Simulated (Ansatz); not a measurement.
**P2H2 (triplet): one geometry, many settings**

What do other methods and options give for P2H2 (triplet) at this geometry, and how long do they take?

Computed with Ansatz 0.2.0, Gaussian basis. Level: the settings change from run to run.

30 further runs of the same task are left out: 9 that didn't finish, 21 set aside as unsound or not needed.

## 1. The geometry

The geometry is a PBE0/def2-TZVP stationary point (not a proven minimum).

4 atoms, charge 0, spin multiplicity 3.

Atoms are counted from 1 here; the program's logs count them from 0.

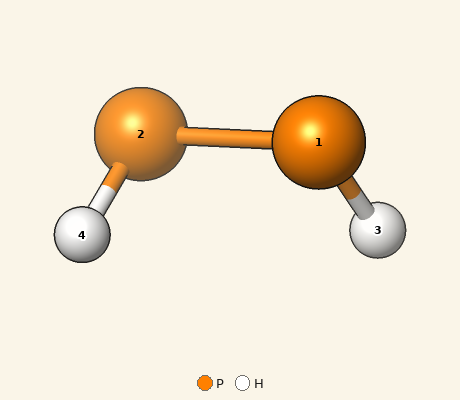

The structure; phosphorus orange, hydrogen white; atoms are numbered from 1 in the order of the file.

## 2. HF/cc-pVDZ

The input, in.yaml:

```yaml
crystal:
  periodic: [false, false, false]
  atoms:
    - {symbol: P, position_ang: [-0.031349, -0.073548, 1.077042]}
    - {symbol: P, position_ang: [-0.031350, 0.073548, -1.077042]}
    - {symbol: H, position_ang: [0.963360, 0.931093, 1.276164]}
    - {symbol: H, position_ang: [0.963376, -0.931077, -1.276164]}
basis:
  gaussian: {orbitals: cc-pVDZ, point_charges: [{charge: 0.50, position_ang: [5.797, 0.119, -0.147]}]}
magnetization: {spin_polarized: false, initial_magnetization: 2}
hamiltonian: {xc: hf}
accuracy: high
output: {orbitals: {seedname: orbitals}}
```

Run with:

```
$ ansatz run in.yaml --threads 1 --pin off --events-out ev --progress --plain --max-ram 2393MiB
```

What it wrote:

```text
Functional definition: HF
  name "HF"
  cite "Fock, Z. Phys. 61, 126 (1930) doi:10.1007/BF01340294"
  parent pbe
  exchange = exact_x
  correlation = 0
996 factors; integrals over basis functions are off by at most 3.9e-9 eV
mean field evaluation 1: about -18573.2809 eV, gradient 8.9e0 eV
mean field evaluation 2: about -18573.3105 eV, gradient 8.9e0 eV
mean field evaluation 4: about -18574.2328 eV, gradient 8.8e-1 eV
mean field evaluation 8: about -18574.2401 eV, gradient 2.8e-1 eV
mean field evaluation 16: about -18574.2416 eV, gradient 2.3e-8 eV
mean field -18574.24155757 eV, -682.5907871674 hartree, gradient 2.3e-8 eV, S^2 2.000000; 0 other end points of the search recorded, 0 dependent functions left out
reference -18574.24155757 eV, -682.5907871674 hartree; 17, 15 occupied and 29, 31 virtual orbitals, 996 factors
Total energy: -18574.24155757 eV, -682.5907871674 hartree
```

Wall time 0.81 s (1 thread of Arm Neoverse V1, shared host).

## 3. CCSD on ROHF/6-31G

in.yaml: that of step 2 with these lines changed.

```diff
@@ -8,6 +8,5 @@
 basis:
-  gaussian: {orbitals: cc-pVDZ, point_charges: [{charge: 0.50, position_ang: [5.797, 0.119, -0.147]}]}
+  gaussian: {orbitals: 6-31G}
 magnetization: {spin_polarized: false, initial_magnetization: 2}
-hamiltonian: {xc: hf}
+correlation: {method: ccsd, electrons: outside_noble_gas}
 accuracy: high
-output: {orbitals: {seedname: orbitals}}
```

Launched as before.

What it wrote, cut to the lines that bear on the results:

```text
Functional definition: HF
  name "HF"
  cite "Fock, Z. Phys. 61, 126 (1930) doi:10.1007/BF01340294"
  parent pbe
[...]
649 factors; integrals over basis functions are off by at most 3.8e-9 eV
[...]
mean field -18571.18378305 eV, -682.4784160265 hartree, gradient 3.9e-8 eV, S^2 2.000000; 2 other end points of the search recorded, 0 dependent functions left out
[...]
determinant -18571.18378305 eV, -682.4784160265 hartree, with singles and doubles -18574.30883702 eV, -682.5932596418 hartree
determinant -18568.46967724 eV, -682.3786744778 hartree, with singles and doubles -18571.95055402 eV, -682.5065943399 hartree
determinant -18568.05113333 eV, -682.3632932726 hartree, with singles and doubles -18571.80548567 eV, -682.5012631765 hartree
10 core orbitals not correlated: weight in the atoms' cores, before any rotation towards them, 1.000 or more for the frozen orbitals, at most 0.000 for the correlated occupied ones
reference -18571.18378305 eV, -682.4784160265 hartree; 7, 5 occupied and 13, 15 virtual orbitals, 649 factors
second order -2.35626904 eV of doubles, -0.04732342 eV of singles
cycle   1  -3.12471631 eV  change    3.4e-4 eV  update   1.3e-3
[...]
cycle  19  -3.12472170 eV  change  -5.7e-10 eV  update  8.0e-10
Total energy: -18574.30850474 eV, -682.5932474309 hartree
```

Wall time 1.2 s (1 thread of Arm Neoverse V1, shared host).

From the report: correlation -3.1247 eV; T1 0.025; largest double amplitude 0.06.

## 4. MP2 on UHF/def2-SVP

in.yaml: that of step 3 with these lines changed.

```diff
@@ -8,5 +8,5 @@
 basis:
-  gaussian: {orbitals: 6-31G}
-magnetization: {spin_polarized: false, initial_magnetization: 2}
-correlation: {method: ccsd, electrons: outside_noble_gas}
-accuracy: high
+  gaussian: {orbitals: def2-SVP}
+magnetization: {spin_polarized: true, initial_magnetization: 2}
+correlation: {method: mp2, electrons: outside_noble_gas}
+output: {forces: true}
```

Same command.

What it wrote, cut to the lines that bear on the results:

```text
Functional definition: HF
  name "HF"
  cite "Fock, Z. Phys. 61, 126 (1930) doi:10.1007/BF01340294"
  parent pbe
[...]
423 factors; integrals over basis functions are off by at most 1.4e-3 eV
[...]
mean field -18568.53792068 eV, -682.3811823781 hartree, gradient 5.6e-6 eV, S^2 2.024779; 0 other end points of the search recorded, 0 dependent functions left out
10 core orbitals not correlated: weight in the atoms' cores, before any rotation towards them, 1.000 or more for the frozen orbitals, at most 0.000 for the correlated occupied ones
reference -18568.53792068 eV, -682.3811823781 hartree; 7, 5 occupied and 29, 31 virtual orbitals, 423 factors
second order -5.29580502 eV of doubles, -0.00000000 eV of singles
[...]
Total energy: -18573.83372570 eV, -682.5757996227 hartree
Atom 0 at    -0.031349    -0.073548     1.077042 Å, force     0.071577     0.057139     0.417120 eV/Å
Atom 1 at    -0.031350     0.073548    -1.077042 Å, force     0.071578    -0.057137    -0.417120 eV/Å
Atom 2 at     0.963360     0.931093     1.276164 Å, force    -0.071577    -0.081129    -0.012153 eV/Å
Atom 3 at     0.963376    -0.931077    -1.276164 Å, force    -0.071578     0.081128     0.012152 eV/Å
Dipole moment:     0.200595     0.000002     0.000000 e Å
```

Run time: 0.66 s. Hardware: 1 thread of Arm Neoverse V1, shared host.

From the report: ⟨S²⟩ of the determinant 2.025 (pure triplet: 2.00).

## 5. CASSCF(4,7)/6-31G*

in.yaml: that of step 4 with these lines changed.

```diff
@@ -8,5 +8,6 @@
 basis:
-  gaussian: {orbitals: def2-SVP}
-magnetization: {spin_polarized: true, initial_magnetization: 2}
-correlation: {method: mp2, electrons: outside_noble_gas}
+  gaussian: {orbitals: "6-31G*", point_charges: [{charge: 0.50, position_ang: [5.548, -0.969, -0.164]}]}
+magnetization: {spin_polarized: false, initial_magnetization: 2}
+correlation: {active_space: {window: {electrons: 4, orbitals: 7}}}
+accuracy: high
 output: {forces: true}
```

Launched as before.

What it wrote, cut to the lines that bear on the results:

```text
Functional definition: HF
  name "HF"
  cite "Fock, Z. Phys. 61, 126 (1930) doi:10.1007/BF01340294"
  parent pbe
[...]
793 factors; integrals over basis functions are off by at most 3.4e-9 eV
[...]
mean field -18573.07961909 eV, -682.5480867160 hartree, gradient 5.6e-8 eV, S^2 2.000000; 0 other end points of the search recorded, 0 dependent functions left out
reference -18573.07961909 eV, -682.5480867160 hartree; 17, 15 occupied and 25, 27 virtual orbitals, 793 factors
state -18573.68815269 eV, -682.5704499132 hartree
[...]
Total energy: -18573.68815269 eV, -682.5704499132 hartree
Atom 0 at    -0.031349    -0.073548     1.077042 Å, force     0.272770     0.323710     0.869281 eV/Å
Atom 1 at    -0.031350     0.073548    -1.077042 Å, force     0.240961    -0.303947    -0.870198 eV/Å
Atom 2 at     0.963360     0.931093     1.276164 Å, force    -0.275869    -0.295006     0.038966 eV/Å
Atom 3 at     0.963376    -0.931077    -1.276164 Å, force    -0.251138     0.279296    -0.037962 eV/Å
Dipole moment:     0.140665     0.015022     0.005832 e Å
```

Wall time 3.3 s (1 thread of Arm Neoverse V1, shared host).

From the report: 441 determinants; active occupations 1.97, 1.00, 1.00, 0.02, 0.01, 0.00, 0.00.

## 6. BCCD(T) on UHF/def2-SVP

The input, in.yaml:

```yaml
crystal:
  periodic: [false, false, false]
  atoms:
    - {symbol: P, position_ang: [-0.031349, -0.073548, 1.077042]}
    - {symbol: P, position_ang: [-0.031350, 0.073548, -1.077042]}
    - {symbol: H, position_ang: [0.963360, 0.931093, 1.276164]}
    - {symbol: H, position_ang: [0.963376, -0.931077, -1.276164]}
basis:
  gaussian: {orbitals: def2-SVP}
magnetization: {spin_polarized: true, initial_magnetization: 2}
correlation: {method: bccd_t, electrons: outside_noble_gas}
scf: {lower_state_search: light}
```

Same command.

What it wrote, cut to the lines that bear on the results:

```text
Functional definition: HF
  name "HF"
  cite "Fock, Z. Phys. 61, 126 (1930) doi:10.1007/BF01340294"
  parent pbe
[...]
423 factors; integrals over basis functions are off by at most 1.4e-3 eV
[...]
mean field -18568.53792068 eV, -682.3811823781 hartree, gradient 5.6e-6 eV, S^2 2.024779; 2 other end points of the search recorded, 0 dependent functions left out
determinant -18568.53792068 eV, -682.3811823781 hartree, with singles and doubles -18574.92497243 eV, -682.6159022005 hartree
determinant -18565.64403020 eV, -682.2748338644 hartree, with singles and doubles -18572.32444205 eV, -682.5203344718 hartree
determinant -18565.30454539 eV, -682.2623580278 hartree, with singles and doubles -18572.18061054 eV, -682.5150487612 hartree
10 core orbitals not correlated: weight in the atoms' cores, before any rotation towards them, 1.000 or more for the frozen orbitals, at most 0.000 for the correlated occupied ones
reference -18568.53792068 eV, -682.3811823781 hartree; 7, 5 occupied and 29, 31 virtual orbitals, 423 factors
second order -5.29580502 eV of doubles, -0.00000000 eV of singles
cycle   1  -6.37780326 eV  change    9.2e-3 eV  update   5.4e-3
[...]
cycle   9  -6.37549785 eV  change    3.4e-6 eV  update   9.8e-6
perturbative correction -0.21236308 eV, -0.0078041992 hartree
Total energy: -18575.12578161 eV, -682.6232818017 hartree
```

Wall time 2.3 s (1 thread of Arm Neoverse V1, shared host).

From the report: ⟨S²⟩ of the determinant 2.025 (pure triplet: 2.00); correlation -6.5879 eV; largest double amplitude 0.04.

## 7. CCSD on UHF/STO-3G

in.yaml: that of step 6 with these lines changed.

```diff
@@ -8,5 +8,5 @@
 basis:
-  gaussian: {orbitals: def2-SVP}
+  gaussian: {orbitals: STO-3G}
 magnetization: {spin_polarized: true, initial_magnetization: 2}
-correlation: {method: bccd_t, electrons: outside_noble_gas}
-scf: {lower_state_search: light}
+correlation: {method: ccsd, electrons: outside_noble_gas, diis_vectors: 2}
+output: {forces: true}
```

Same command.

What it wrote, cut to the lines that bear on the results:

```text
Functional definition: HF
  name "HF"
  cite "Fock, Z. Phys. 61, 126 (1930) doi:10.1007/BF01340294"
  parent pbe
[...]
218 factors; integrals over basis functions are off by at most 1.7e-5 eV
[...]
mean field -18365.81023011 eV, -674.9310771634 hartree, gradient 4.7e-6 eV, S^2 2.005540; 0 other end points of the search recorded, 0 dependent functions left out
10 core orbitals not correlated: weight in the atoms' cores, before any rotation towards them, 1.000 or more for the frozen orbitals, at most 0.000 for the correlated occupied ones
reference -18365.81023011 eV, -674.9310771634 hartree; 7, 5 occupied and 3, 5 virtual orbitals, 218 factors
second order -1.27368044 eV of doubles, -0.00000000 eV of singles
cycle   1  -1.65935363 eV  change   -3.9e-1 eV  update   5.9e-2
[...]
cycle  14  -1.91638339 eV  change   -9.1e-7 eV  update   1.1e-6
[...]
Total energy: -18367.72661350 eV, -675.0015029539 hartree
Atom 0 at    -0.031349    -0.073548     1.077042 Å, force     0.047597    -0.110902     0.854433 eV/Å
Atom 1 at    -0.031350     0.073548    -1.077042 Å, force     0.047595     0.110903    -0.854433 eV/Å
Atom 2 at     0.963360     0.931093     1.276164 Å, force    -0.047596    -0.042897    -0.119584 eV/Å
Atom 3 at     0.963376    -0.931077    -1.276164 Å, force    -0.047597     0.042896     0.119584 eV/Å
Dipole moment:     0.098980     0.000001     0.000000 e Å
```

It took 0.3 s on 1 thread of Arm Neoverse V1, shared host.

From the report: ⟨S²⟩ of the determinant 2.006 (pure triplet: 2.00); correlation -1.9164 eV; T1 0.012; largest double amplitude 0.07.

## 8. NEVPT2(10,6)/def2-mTZVP

The input, in.yaml:

```yaml
crystal:
  periodic: [false, false, false]
  atoms:
    - {symbol: P, position_ang: [-0.031349, -0.073548, 1.077042]}
    - {symbol: P, position_ang: [-0.031350, 0.073548, -1.077042]}
    - {symbol: H, position_ang: [0.963360, 0.931093, 1.276164]}
    - {symbol: H, position_ang: [0.963376, -0.931077, -1.276164]}
basis:
  gaussian: {orbitals: def2-mTZVP}
magnetization: {spin_polarized: false, initial_magnetization: 2}
correlation: {method: sc_nevpt2, electrons: valence, active_space: {window: {electrons: 10, orbitals: 6}}}
scf: {lower_state_search: off}
```

Same command.

What it wrote, cut to the lines that bear on the results:

```text
Functional definition: HF
  name "HF"
  cite "Fock, Z. Phys. 61, 126 (1930) doi:10.1007/BF01340294"
  parent pbe
[...]
420 factors; integrals over basis functions are off by at most 1.1e-3 eV
[...]
mean field -18574.17557030 eV, -682.5883621800 hartree, gradient 3.8e-6 eV, S^2 2.000000; 0 other end points of the search recorded, 0 dependent functions left out
reference -18574.17557030 eV, -682.5883621800 hartree; 17, 15 occupied and 33, 35 virtual orbitals, 420 factors
state -18574.18192797 eV, -682.5885958203 hartree
state -18574.18192797 eV, -682.5885958203 hartree; corrected -18578.79488012 eV, -682.7581186851 hartree
WARN: 2 active orbitals are nearly empty or full. The corrections depend on them more than the energy does, and are more stable in an active space without them
Total energy: -18578.79488012 eV, -682.7581186851 hartree
Checks for a lower state left out: stability, starts, cluster_reference, orbital_swaps, neighbouring_geometries, increment
```

Wall time 1 s (1 thread of Arm Neoverse V1, shared host).

From the report: 18 determinants; active occupations 2.00, 2.00, 2.00, 2.00, 1.00, 1.00. The report marks this result as in doubt.

## 9. CISD/def2-mTZVP

in.yaml: that of step 8 with these lines changed.

```diff
@@ -10,3 +10,3 @@
 magnetization: {spin_polarized: false, initial_magnetization: 2}
-correlation: {method: sc_nevpt2, electrons: valence, active_space: {window: {electrons: 10, orbitals: 6}}}
-scf: {lower_state_search: off}
+hamiltonian: {pseudopotentials: {relativity: scalar}}
+correlation: {active_space: {ras: {orbitals: [5, 2, 33], electrons: 12, max_holes: 2, max_particles: 2}, fixed_orbitals: true}}
```

Launched as before.

What it wrote:

```text
Functional definition: HF
  name "HF"
  cite "Fock, Z. Phys. 61, 126 (1930) doi:10.1007/BF01340294"
  parent pbe
  exchange = exact_x
  correlation = 0
420 factors; integrals over basis functions are off by at most 1.1e-3 eV
mean field evaluation 1: about -18612.8698 eV, gradient 9.5e0 eV
mean field evaluation 2: about -18612.8742 eV, gradient 9.5e0 eV
mean field evaluation 4: about -18613.9422 eV, gradient 9.6e-1 eV
mean field evaluation 8: about -18613.9518 eV, gradient 3.2e-3 eV
mean field -18613.95179462 eV, -684.0501114625 hartree, gradient 3.8e-6 eV, S^2 2.000000; 0 other end points of the search recorded, 0 dependent functions left out
reference -18613.95179462 eV, -684.0501114625 hartree; 17, 15 occupied and 33, 35 virtual orbitals, 420 factors
state -18619.50507686 eV, -684.2541908208 hartree
Total energy: -18619.50507686 eV, -684.2541908208 hartree
Relativity: scalar
```

Run time: 3.6 s. Hardware: 1 thread of Arm Neoverse V1, shared host.

From the report: 119,580 determinants.

## 10. CCSD/cc-pVDZ

The input, in.yaml:

```yaml
crystal:
  periodic: [false, false, false]
  atoms:
    - {symbol: P, position_ang: [-0.031349, -0.073548, 1.077042]}
    - {symbol: P, position_ang: [-0.031350, 0.073548, -1.077042]}
    - {symbol: H, position_ang: [0.963360, 0.931093, 1.276164]}
    - {symbol: H, position_ang: [0.963376, -0.931077, -1.276164]}
basis:
  gaussian: {orbitals: cc-pVDZ, point_charges: [{charge: -0.50, position_ang: [5.927, 0.988, -0.408]}]}
magnetization: {spin_polarized: false, initial_magnetization: 2}
hamiltonian: {xc: {name: PBE0}}
correlation: {method: ccsd, electrons: outside_noble_gas}
scf: {lower_state_search: off}
```

Launched as before.

What it wrote, cut to the lines that bear on the results:

```text
Functional definition: PBE0
  name "PBE0"
  cite "Adamo & Barone, J. Chem. Phys. 110, 6158 (1999) doi:10.1063/1.478522"
  cite "Perdew, Burke & Ernzerhof, Phys. Rev. Lett. 77, 3865 (1996) doi:10.1103/PhysRevLett.77.3865"
  parent pbe
[...]
476 factors; integrals over basis functions are off by at most 1.2e-3 eV
[...]
mean field -18601.05652790 eV, -683.5762191515 hartree, gradient 8.6e-6 eV, S^2 2.000000; 0 other end points of the search recorded, 0 dependent functions left out
10 core orbitals not correlated: weight in the atoms' cores, before any rotation towards them, 1.000 or more for the frozen orbitals, at most 0.000 for the correlated occupied ones
reference -18574.00729237 eV, -682.5821780803 hartree; 7, 5 occupied and 29, 31 virtual orbitals, 476 factors
second order -5.83984322 eV of doubles, -0.28846585 eV of singles
cycle   1  -6.67863483 eV  change   -5.5e-1 eV  update   6.9e-2
[...]
cycle  11  -6.94316938 eV  change    1.1e-6 eV  update   1.1e-5
Total energy: -18580.95046175 eV, -682.8373348487 hartree
Checks for a lower state left out: stability, starts, cluster_reference, orbital_swaps, neighbouring_geometries, increment
```

Wall time 1.5 s (1 thread of Arm Neoverse V1, shared host).

From the report: correlation -6.9432 eV; T1 0.019; largest double amplitude 0.05. The orbitals are Kohn-Sham ones, so correlation energy and T1 don't compare with those on Hartree-Fock orbitals.

## 11. All runs side by side

 † marks a result that the program doubts.

```tsv
level	correlated	functions	energy (eV)	time
HF/cc-pVDZ (beside a point charge)		46	-18574.2416	0.81 s
CCSD on ROHF/6-31G	outside noble gas	30	-18574.3085	1.2 s
MP2 on UHF/def2-SVP	outside noble gas	46	-18573.8337	0.66 s
CASSCF(4,7)/6-31G* (beside a point charge)		42	-18573.6882	3.3 s
BCCD(T) on UHF/def2-SVP	outside noble gas	46	-18575.1258	2.3 s
CCSD on UHF/STO-3G	outside noble gas	20	-18367.7266	0.3 s
NEVPT2(10,6)/def2-mTZVP †	valence	50	-18578.7949	1 s
CISD/def2-mTZVP (relativity set)	valence	50	-18619.5051	3.6 s
CCSD/cc-pVDZ (beside a point charge, on PBE0 orbitals)	outside noble gas	46	-18580.9505	1.5 s
```

## 12. Results

```
quantity                                    value
    runs                                        9
quickest                CCSD on UHF/STO-3G, 0.3 s
 slowest  CISD/def2-mTZVP (relativity set), 3.6 s
```

What this shows: Total energies in different bases, with other cores or another treatment of relativity can't be set against each other. CISD/def2-mTZVP (relativity set) took 12 times as long as CCSD on UHF/STO-3G; the jobs differ in more than the method.
